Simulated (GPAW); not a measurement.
# LiH (honeycomb monolayer): G0W0 on several meshes in GPAW

How does the mesh move the gap of LiH (honeycomb monolayer)?

Main program and level: GPAW 26.7.0; LDA and many-body steps on it, plane waves.

## (1) Starting point

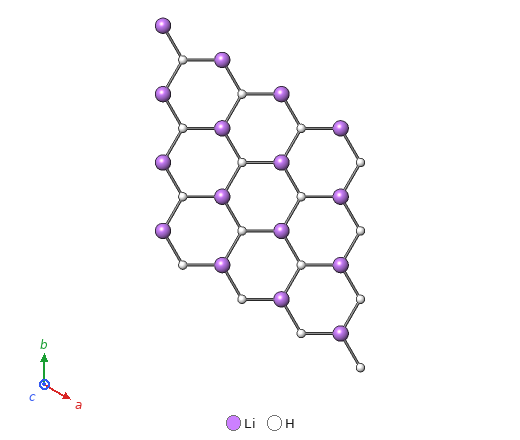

The starting structure, seen from above (lithium purple, hydrogen white). 4×4×1 cells are drawn.

The cell holds 2 atoms: 1 Li and 1 H. Cell: a = 3.058 Å, b = 3.058 Å, c = 11.400 Å, α = 90.0°, β = 90.0°, γ = 120.0°. Vacuum lies along c.

Coordinates:

```xyz
2
Lattice="3.0580 0.0000 0.0000 -1.5290 2.6483 0.0000 0.0000 0.0000 11.4000" Properties=species:S:1:pos:R:3
Li    0.0000    1.7655    5.7042
H     1.5290    0.8828    5.6958
```

The structure was relaxed with LDA. The runs that relaxed it are not among those shown.

## (2) Empty states on the mesh, 12×12×1 mesh, 219 bands

This step: GPAW 26.7.0; DFT, LDA, plane waves, PAW.

The sums over transitions need many empty states on a uniform mesh; this step solves for them.

Contents of run.py:

```python
import json
import numpy as np
from gpaw.mpi import world
from gpaw import GPAW

calc = GPAW('gs.gpw').fixed_density(kpts={'size': (12, 12, 1), 'gamma': True},
    nbands=255,
    convergence={'bands': 219},
    txt='nscf.txt')
calc.write('full.gpw', mode='all')
res = {}
kpts = calc.get_ibz_k_points()
res['kpts'] = kpts
res['eigenvalues'] = [calc.get_eigenvalues(kpt=k) for k in range(len(kpts))]
res['n_electrons'] = calc.get_number_of_electrons()

if world.rank == 0:
    with open('result.json', 'w') as f:
        json.dump(res, f, default=lambda x: x.tolist())
```

The run is started by

```console
> mpirun -n 4 gpaw python run.py
```

Numbers of over 12 decimals in the logs are rounded to 6 here.

Output:

```text
Diagonalizing LCAO Hamiltonian
Converting LCAO to pw mode
convergence criteria:
- Maximum integral of absolute [eigenst]ate change: 4e-08 eV^2 / valence electron
maximum number of iterations: 100

SCF iterations
|iter     |     time |      energy | eigst |  dens |
|iter:   1|  |             | +5.71 |       |
|iter:   2|  |             | +4.53 |       |
|iter:   3|  |             | +3.40 |       |
[...]
|iter:  17|  |             | -7.03 |       |
|iter:  18|  |             | -7.33 |       |
|iter:  19|  |             | -7.62c|       |
SCF steps: 19
  __  _  _
 | _ |_)|_||  |
 |__||  | ||/\| - 26.7.0

Input parameters:
  mode=PW(ecut=600.0),
  convergence={'bands': 219},
  gpts=array([18, 18, 70]),
  kpts=MonkhorstPack(size=(12, 12, 1), gamma=True),
  maxiter=100,
  nbands=255,
  occupations=Occupations(name='fermi-dirac', width=0.001, fixmagmom=False),
  parallel={},
  xc=XC(name='LDA')
# Writing to full.gpw (mode='all')
  [... matrices ...]

timing:  # [seconds]
  Total: 0.090  # ━━━━━━━━━━━━━━━━━━━━━━━━━━━━━━━━━━━━━━━━━━━━━━━━━━━━━━━━━━━
```

Run time: 2.9 min. Hardware: 4 MPI ranks of Arm Neoverse V1, shared host; peak memory 1.1 GiB; 12 min of CPU time.

This step gave:

```
gap                                                           : 3.288 eV
k of the valence top                                          : 0.3333, 0.3333, 0
k of the conduction bottom                                    : 0, 0, 0
least direct gap                                              : 5.267 eV
k points computed                                             : 19
lowest point of the top converged band, above the valence top : 98.6772 eV
```

On this mesh the gap is 3.288 eV.

## (3) 12×12×1

G0W0 replaces the xc potential by the self-energy, built once from these orbitals. Only a window of levels is corrected, while the sums run over the empty bands that the input names.

This step: G0W0 on LDA, plane waves, PAW.

Contents of run.py:

```python
import json
import numpy as np
from gpaw.mpi import world
from gpaw.response.g0w0 import G0W0

gw = G0W0('full.gpw',
    filename='gw',
    kpts=[0, 9],
    bands=(0, 3),
    ecut=60,
    nbands=97,
    truncation='2D',
    integrate_gamma='sphere',
    q0_correction=True,
    frequencies={'type': 'nonlinear', 'domega0': 0.15, 'omega2': 15.0},
    eta=0.1,
    nblocksmax=True)
gw.calculate()
res = {mode: {k: v for k, v in r.items() if k != 'sigma_eskwn'}
       for mode, r in gw.all_results.items()}

if world.rank == 0:
    with open('result.json', 'w') as f:
        json.dump(res, f, default=lambda x: x.tolist())
```

The run is started by

```console
> mpirun -n 4 gpaw python run.py
```

Output:

```text
Using integrator: PointIntegrator
NonLinearFrequencyDescriptor(from 0.000 to 68.588 eV, 159 points)
Nonperiodic BCs:  [False False  True]
Using integrator: PointIntegrator
NonLinearFrequencyDescriptor(from 0.000 to 68.588 eV, 159 points)
Nonperiodic BCs:  [False False  True]
Applying analytical 2D correction to W:
    Evaluating Gamma point contribution to W on a 13x13x1 grid
  ___  _ _ _
 |   || | | |
 | | || | | |
 |__ ||_____|
 |___|

BZ k-points: Symmetries present (total): 6

  [... matrices ...]
144 k-points: 12 x 12 x 1 Monkhorst-Pack grid + [1/24,1/24,0.000000]
19 k-points in the irreducible part of the Brillouin zone
       k-points in crystal coordinates                weights
   0:    -0.00000000   -0.00000000    0.00000000          1/144
   1:     0.08333333   -0.00000000    0.00000000          6/144
   2:     0.16666667   -0.08333333    0.00000000          6/144
   3:     0.16666667   -0.00000000    0.00000000          6/144
   4:     0.25000000   -0.08333333    0.00000000         12/144
   5:     0.25000000   -0.00000000    0.00000000          6/144
   6:     0.33333333   -0.16666667    0.00000000          6/144
   7:     0.33333333   -0.08333333    0.00000000         12/144
   8:     0.33333333   -0.00000000    0.00000000          6/144
   9:     0.33333333    0.33333333    0.00000000          2/144
          ...
  18:     0.50000000    0.50000000    0.00000000          3/144

Distributing spins, k-points and bands (1 x 2 x 3) over 1 process
Number of blocks: 4

Quasi particle states:
k-points (IBZ indices): [0, 9]
Band range: (0, 3)
  [... matrices ...]
Computational parameters:
Plane wave cut-off: 60 eV
Number of bands: 97
Coulomb cutoff: 2D
Broadening: 0.1 eV

fxc modes: GW
Kernel: RPA
Using full-frequency real axis integration
Summing all q:

Calculating screened Coulomb potential
2D Coulomb truncation
NonLinearFrequencyDescriptor(from 0.000 to 68.588 eV, 159 points)
Removing empty qpoint cache files...

Calculating chi0 body with:
    Ground state adapter containing:
    Number of spins: 1
    Number of kpoints: 144
    Number of irreducible kpoints: 19
    Number of completely occupied states: 1
    Number of partially occupied states: 1
    Occupied states memory: 0.346069 M / cpu

    Linear response parametrization:
    q_c: [-2.0816681711721685e-17, -2.0816681711721685e-17, 0.0]
    Number of frequency points: 159
    Planewave cutoff: 60.0
    Number of bands: 97
    Number of planewaves: 81
    Broadening (eta): 0.1
    comm.size: 4
    kncomm.size: 1
    blockcomm.size: 4

    Memory estimate of potentially large arrays:
        chi0_wGG: 3.979488 M / cpu
Integrating chi0 body.

Symmetries of q_c:
    Direct symmetries (Uq -> q): 6
    Indirect symmetries (TUq -> q): 6
In total 12 allowed symmetries.

  [... matrices ...]
19 groups of equivalent kpoints. 86.805556% reduction.

Integral kind: spectral function
Integrating chi0 head and wings.

Symmetries of q_c:
    Direct symmetries (Uq -> q): 6
    Indirect symmetries (TUq -> q): 6
In total 12 allowed symmetries.

  [... matrices ...]
19 groups of equivalent kpoints. 86.805556% reduction.

Integral kind: spectral function wings

Calculating chi0 body with:
    Ground state adapter containing:
    Number of spins: 1
    Number of kpoints: 144
    Number of irreducible kpoints: 19
    Number of completely occupied states: 1
    Number of partially occupied states: 1
[... the further q-points ...]

Results:
f:      Occupation numbers
eps:     KS-eigenvalues [eV]
vxc:     KS vxc [eV]
exx:     Exact exchange [eV]
sigma:   Self-energies [eV]
dsigma:  Self-energy derivatives
Z:       Renormalization factors
qp:      QP-energies [eV]

k-point 0 (0): (-0.000, -0.000, 0.000)                GW
band       f     eps     vxc     exx   sigma  dsigma       Z      qp
                                                                   GW
   0   1.000  -6.681  -9.407 -14.256   1.375  -0.304   0.767  -9.345
   1   0.000  -1.414  -4.191  -1.118  -1.358  -0.124   0.890   0.113
   2   0.000   0.349  -1.545  -0.425  -0.578  -0.063   0.941   0.858

k-point 1 (9): (0.333, 0.333, 0.000)                GW
band       f     eps     vxc     exx   sigma  dsigma       Z      qp
                                                                   GW
   0   1.000  -4.702 -10.473 -14.427   0.976  -0.233   0.811  -7.116
   1   0.000   0.760  -6.892  -2.664  -1.912  -0.164   0.859   2.750
   2   0.000   4.450  -6.440  -2.405  -2.044  -0.193   0.838   6.119
```

Run time: 1.8 min. Hardware: 4 MPI ranks; peak memory 1.3 GiB; 7.1 min of CPU time.

Numbers from this step:

```
G0W0 gap on the points computed              : 7.228 eV
least direct G0W0 gap on the computed points : 9.457 eV
Z at the valence top                         : 0.8107
Z at the conduction bottom                   : 0.8900
starting gap on the mesh                     : 3.288 eV
k of the valence top                         : 0.3333, 0.3333, 0
k of the conduction bottom                   : 0, 0, 0
```

The gap on the mesh goes from 3.29 eV to 7.23 eV, a correction of +3.94 eV.

## (4) Empty states on the mesh, 9×9×1 mesh, 107 bands

This step: DFT, LDA, plane waves, PAW.

Contents of run.py:

```python
import json
import numpy as np
from gpaw.mpi import world
from gpaw import GPAW

calc = GPAW('gs.gpw').fixed_density(kpts={'size': (9, 9, 1), 'gamma': True},
    nbands=124,
    convergence={'bands': 107},
    txt='nscf.txt')
calc.write('full.gpw', mode='all')
res = {}
kpts = calc.get_ibz_k_points()
res['kpts'] = kpts
res['eigenvalues'] = [calc.get_eigenvalues(kpt=k) for k in range(len(kpts))]
res['n_electrons'] = calc.get_number_of_electrons()

if world.rank == 0:
    with open('result.json', 'w') as f:
        json.dump(res, f, default=lambda x: x.tolist())
```

The run is started by

```console
> mpirun -n 4 gpaw python run.py
```

Output:

```text
Diagonalizing LCAO Hamiltonian
Converting LCAO to pw mode
convergence criteria:
- Maximum integral of absolute [eigenst]ate change: 4e-08 eV^2 / valence electron
maximum number of iterations: 100

SCF iterations
|iter     |     time |      energy | eigst |  dens |
|iter:   1|  |             | +5.33 |       |
|iter:   2|  |             | +4.10 |       |
|iter:   3|  |             | +2.99 |       |
[...]
|iter:  16|  |             | -6.96 |       |
|iter:  17|  |             | -7.34 |       |
|iter:  18|  |             | -7.55c|       |
SCF steps: 18
  __  _  _
 | _ |_)|_||  |
 |__||  | ||/\| - 26.7.0

Input parameters:
  mode=PW(ecut=600.0),
  convergence={'bands': 107},
  gpts=array([18, 18, 70]),
  kpts=MonkhorstPack(size=(9, 9, 1), gamma=True),
  maxiter=100,
  nbands=124,
  occupations=Occupations(name='fermi-dirac', width=0.001, fixmagmom=False),
  parallel={},
  xc=XC(name='LDA')
# Writing to full.gpw (mode='all')
  [... matrices ...]

timing:  # [seconds]
  Total: 0.049  # ━━━━━━━━━━━━━━━━━━━━━━━━━━━━━━━━━━━━━━━━━━━━━━━━━━━━━━━━━━━
```

Elapsed: 39 s, on 4 MPI ranks; peak memory 0.81 GiB; 2.6 min of CPU time.

Numbers from this step:

| Item | Value |
| --- | --- |
| gap | 3.288 eV |
| k of the valence top | 0.3333, 0.3333, 0 |
| k of the conduction bottom | 0, 0, 0 |
| least direct gap | 5.267 eV |
| k points computed | 12 |
| lowest point of the top converged band, above the valence top | 62.9096 eV |

On this mesh the gap is 3.288 eV.

## (5) 9×9×1

This step: G0W0 on LDA, plane waves, PAW.

Contents of run.py:

```python
import json
import numpy as np
from gpaw.mpi import world
from gpaw.response.g0w0 import G0W0

gw = G0W0('full.gpw',
    filename='gw',
    kpts=[0, 6],
    bands=(0, 3),
    ecut=60,
    nbands=97,
    truncation='2D',
    integrate_gamma='sphere',
    q0_correction=True,
    frequencies={'type': 'nonlinear', 'domega0': 0.15, 'omega2': 15.0},
    eta=0.1,
    nblocksmax=True)
gw.calculate()
res = {mode: {k: v for k, v in r.items() if k != 'sigma_eskwn'}
       for mode, r in gw.all_results.items()}

if world.rank == 0:
    with open('result.json', 'w') as f:
        json.dump(res, f, default=lambda x: x.tolist())
```

The run is started by

```console
> mpirun -n 4 gpaw python run.py
```

Output:

```text
Using integrator: PointIntegrator
NonLinearFrequencyDescriptor(from 0.000 to 68.588 eV, 159 points)
Nonperiodic BCs:  [False False  True]
Using integrator: PointIntegrator
NonLinearFrequencyDescriptor(from 0.000 to 68.588 eV, 159 points)
Nonperiodic BCs:  [False False  True]
Applying analytical 2D correction to W:
    Evaluating Gamma point contribution to W on a 17x17x1 grid
  ___  _ _ _
 |   || | | |
 | | || | | |
 |__ ||_____|
 |___|

BZ k-points: Symmetries present (total): 6

  [... matrices ...]
81 k-points: 9 x 9 x 1 Monkhorst-Pack grid
12 k-points in the irreducible part of the Brillouin zone
       k-points in crystal coordinates                weights
   0:     0.00000000    0.00000000    0.00000000          1/81
   1:     0.11111111    0.00000000    0.00000000          6/81
   2:     0.22222222   -0.11111111    0.00000000          6/81
[...]
9:     0.44444444    0.00000000    0.00000000          6/81
          ...
  11:     0.44444444    0.44444444    0.00000000          6/81

Distributing spins, k-points and bands (1 x 2 x 3) over 1 process
Number of blocks: 4

Quasi particle states:
k-points (IBZ indices): [0, 6]
Band range: (0, 3)
  [... matrices ...]
Computational parameters:
Plane wave cut-off: 60 eV
Number of bands: 97
Coulomb cutoff: 2D
Broadening: 0.1 eV

fxc modes: GW
Kernel: RPA
Using full-frequency real axis integration
Summing all q:

Calculating screened Coulomb potential
2D Coulomb truncation
NonLinearFrequencyDescriptor(from 0.000 to 68.588 eV, 159 points)
Removing empty qpoint cache files...

Calculating chi0 body with:
    Ground state adapter containing:
    Number of spins: 1
    Number of kpoints: 81
    Number of irreducible kpoints: 12
    Number of completely occupied states: 1
[...]
q_c: [0.0, 0.0, 0.0]
    Number of frequency points: 159
    Planewave cutoff: 60.0
    Number of bands: 97
    Number of planewaves: 81
    Broadening (eta): 0.1
    comm.size: 4
    kncomm.size: 1
    blockcomm.size: 4

    Memory estimate of potentially large arrays:
        chi0_wGG: 3.979488 M / cpu
Integrating chi0 body.

Symmetries of q_c:
    Direct symmetries (Uq -> q): 6
    Indirect symmetries (TUq -> q): 6
In total 12 allowed symmetries.

  [... matrices ...]
12 groups of equivalent kpoints. 85.185185% reduction.

Integral kind: spectral function
Integrating chi0 head and wings.

Symmetries of q_c:
    Direct symmetries (Uq -> q): 6
    Indirect symmetries (TUq -> q): 6
In total 12 allowed symmetries.

  [... matrices ...]
12 groups of equivalent kpoints. 85.185185% reduction.

Integral kind: spectral function wings

Calculating chi0 body with:
    Ground state adapter containing:
    Number of spins: 1
    Number of kpoints: 81
    Number of irreducible kpoints: 12
    Number of completely occupied states: 1
    Number of partially occupied states: 1
    Occupied states memory: 0.346069 M / cpu
[... the further q-points ...]

Results:
f:      Occupation numbers
eps:     KS-eigenvalues [eV]
vxc:     KS vxc [eV]
exx:     Exact exchange [eV]
sigma:   Self-energies [eV]
dsigma:  Self-energy derivatives
Z:       Renormalization factors
qp:      QP-energies [eV]

k-point 0 (0): (0.000, 0.000, 0.000)                GW
band       f     eps     vxc     exx   sigma  dsigma       Z      qp
                                                                   GW
   0   1.000  -6.681  -9.407 -14.256   1.358  -0.281   0.780  -9.405
   1   0.000  -1.414  -4.191  -1.118  -1.354  -0.117   0.895   0.125
   2   0.000   0.349  -1.545  -0.425  -0.592  -0.068   0.936   0.843

k-point 1 (6): (0.333, 0.333, 0.000)                GW
band       f     eps     vxc     exx   sigma  dsigma       Z      qp
                                                                   GW
   0   1.000  -4.702 -10.473 -14.427   0.961  -0.227   0.815  -7.141
   1   0.000   0.760  -6.892  -2.664  -1.901  -0.164   0.859   2.759
   2   0.000   4.450  -6.440  -2.405  -2.038  -0.189   0.841   6.129
```

Run time: 42 s. Hardware: 4 MPI ranks; peak memory 0.89 GiB.

Numbers from this step:

| Item | Value |
| --- | --- |
| G0W0 gap on the points computed | 7.266 eV |
| least direct G0W0 gap on the computed points | 9.530 eV |
| Z at the valence top | 0.8150 |
| Z at the conduction bottom | 0.8951 |
| starting gap on the mesh | 3.288 eV |
| k of the valence top | 0.3333, 0.3333, 0 |
| k of the conduction bottom | 0, 0, 0 |

Against G0W0 in GPAW (12×12×1 mesh, 97 bands, screening to 60 eV, full frequency, Hilbert transform), the gap moves by +0.038 eV.

## (6) Side by side

Times are wall times on 4 MPI ranks of Arm Neoverse V1, shared host, good to a factor of about two.

| run | mesh | bands | screening cutoff (eV) | DFT gap (eV) | gap on the mesh (eV) | direct (eV) | time |
| --- | --- | --- | --- | --- | --- | --- | --- |
| 12×12×1 | 12×12×1 | 97 | 60 | 3.288 | 7.228 | 9.457 | 1.8 min |
| 9×9×1 | 9×9×1 | 97 | 60 | 3.288 | 7.266 | 9.530 | 42 s |

## (7) Results

* 12×12×1: 7.228 eV
* 9×9×1: 7.266 eV
* known limits: not at the basis limit

**Reading.** 9×9×1: +0.038 eV against 12×12×1. Bands and cutoff are finite, so the gap is not at the basis limit. The miss can reach some tenths of an eV and take either sign; the mesh is an error of its own. These stock PAW sets were not made for GW. In the G0W0 runs levels were corrected at 2 k points alone, so a gap called «on the mesh» is the least over those, and an edge elsewhere would be missed.

[Paths, hosts, dates, memory and timing lines, banners, echoed tables and standing remarks are left out of the program output.]

[Logs are printed without paths, hosts, clocks, repeated set-up lines and the standing remarks that a program may print on its own settings, such as how far it seeks lower states.]

[Runs of the session that timed out or met a known fault of the program may be left out.]

[Hosts, paths, dates, database ids (printed as entryN), source tags and the programs' standing remarks are cut or masked in the printed files.]
